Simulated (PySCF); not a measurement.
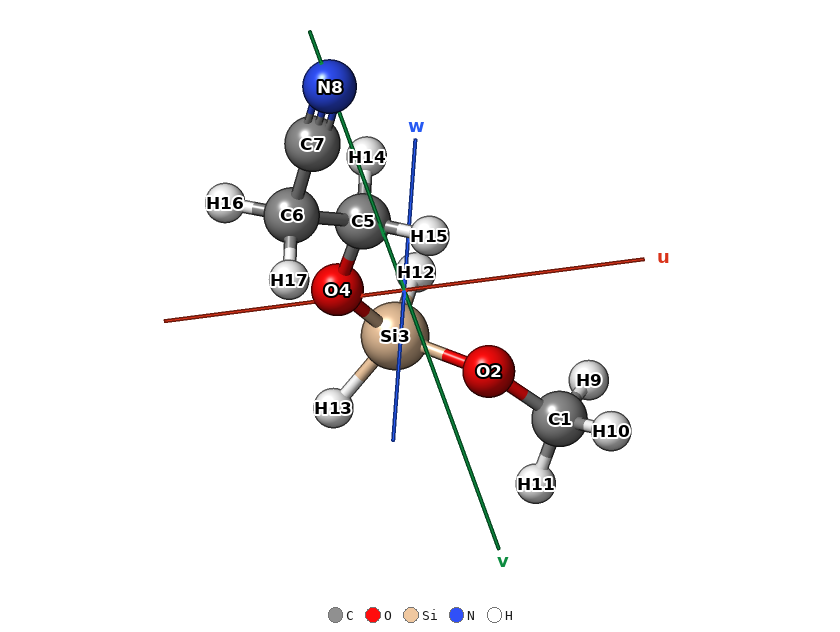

The lines u, v and w are the principal axes of the static dipole polarisability. The computed structure is the end point of a GFN2-xTB optimisation. No frequency run is at hand to confirm it as a minimum. Method: PBE0/def2-SVPD (PySCF 2.14.0).

Question: Along which axis is the molecule most polarisable, and along which least?

Answer: Most along v (close to the long direction C1···N8), least along w.

Question: Give the three principal values.

Answer: u 77.2, v 103.8, w 70.2 bohr³; mean 83.7, anisotropy 30.7 bohr³.

The geometry is semi-empirical. Around Si such bond lengths and angles can be off by a tenth of an ångström or more and by several degrees, and values that hang on the shape move with them.
